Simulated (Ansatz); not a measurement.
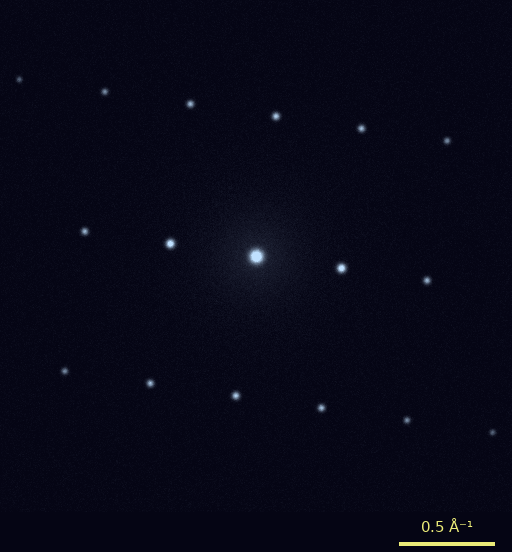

The pattern is a kinematic simulation for 80 kV electrons (no multiple scattering; isotropic B = 0.3 Å²).

Candidate phases (model or computed cells):
A. Rh, space group Fm-3m (No. 225), a = 3.80 Å
B. Cu, space group Fm-3m (No. 225), a = 3.58 Å
C. Al, space group Fm-3m (No. 225), a = 4.05 Å
D. Ni, space group Fm-3m (No. 225), a = 3.52 Å

### Which candidate gives this pattern, and along which zone?

Candidate A (Rh), along [211] or an equivalent direction. The spots form a rectangular net whose two shortest vectors correspond to d = 2.19 Å and 1.34 Å, 90.0° apart. They index as -1 1 1 and 0 -2 2; no zone of the other candidates with indices up to 3 has this net.
